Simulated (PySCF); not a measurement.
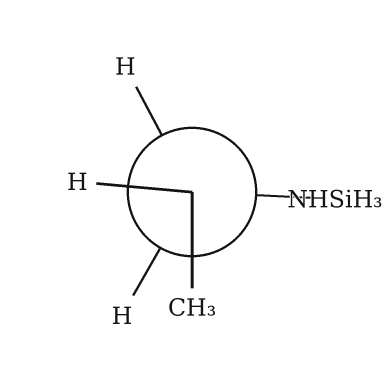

A Newman projection along the As–Si bond, arsenic in front; angles are drawn as computed, but eclipsed bonds slightly apart. The computed structure is the end point of a GFN2-xTB optimisation. No frequency run is at hand to confirm it as a minimum.

**Which molecule is it?**

CH10AsNSi2, C[AsH][SiH2]N[SiH3]

**What is the torsion angle from the front CH3 to the back NHSiH3? The sign is positive where the front bond must turn clockwise to cover the back bond.**

−87°, about perpendicular.
